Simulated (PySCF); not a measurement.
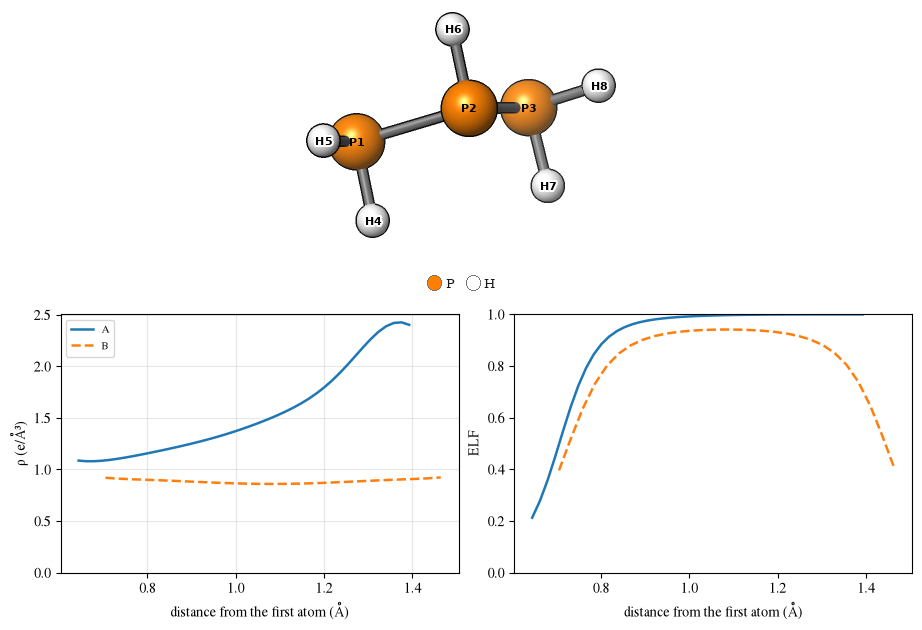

Figure. H5P3 (triphosphine). Electron density and electron localisation function along straight lines between neighbouring atoms. The curves leave out the atomic cores. The structure is drawn too.

Geometry: GFN2-xTB.

Method: CAM-B3LYP/def2-SVPD, SCF density, gas phase (PySCF 2.14.0).

```yaml
atoms:
  - { symbol: P, position_ang: [1.6562, 0.0327, -0.5251] }
  - { symbol: P, position_ang: [-0.0179, -0.3085, 0.8106] }
  - { symbol: P, position_ang: [-1.5838, -0.1692, -0.6834] }
  - { symbol: H, position_ang: [1.5901, 1.4200, -0.3880] }
  - { symbol: H, position_ang: [2.5899, -0.0759, 0.5023] }
  - { symbol: H, position_ang: [0.0732, -1.7008, 0.7120] }
  - { symbol: H, position_ang: [-1.7070, 1.2142, -0.5461] }
  - { symbol: H, position_ang: [-2.5916, -0.4031, 0.2486] }
```

Which curve belongs to which contact (P–H and P–P)? The first atom named is at distance zero.

Curve A: P–H (1.39 Å): ρ at the midpoint is about 1.1 e/Å³; the ELF climbs to about 1 towards the hydrogen, as it does in any bond to H. Curve B: P–P (2.17 Å): ρ is about 0.86 e/Å³ halfway; the ELF peaks at about 0.95 between the atoms (a covalent bond).
